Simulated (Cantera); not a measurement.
Feed: 1 mol CH3SiCl3, 0.1 mol HCl, 910 mol H2, held at 16000 Pa.

Equilibrium computed with Cantera from the NASA thermochemical tables; the gas is ideal and each condensed phase is pure. Candidate condensed phases: C, C6H6, C7H8, C8H18, Si, SiC; 109 gas species. The feed counts by its element totals alone. The tables' values for SiCl are old estimates; treat these amounts as uncertain. Gases not in the tables: Si2H6 and higher silanes. Kinetics and transport are ignored.

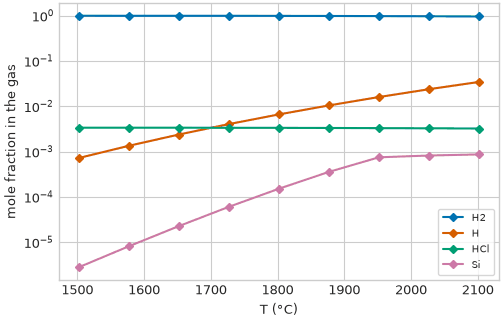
Figure. Equilibrium gas composition (values under 1e-9 drawn at 1e-9)

### Question
Read off the mole fractions at 1502 °C.

### Answer
H2 about 1.00, HCl about 0.0034, H about 0.00072, Si about 2.8e-6.
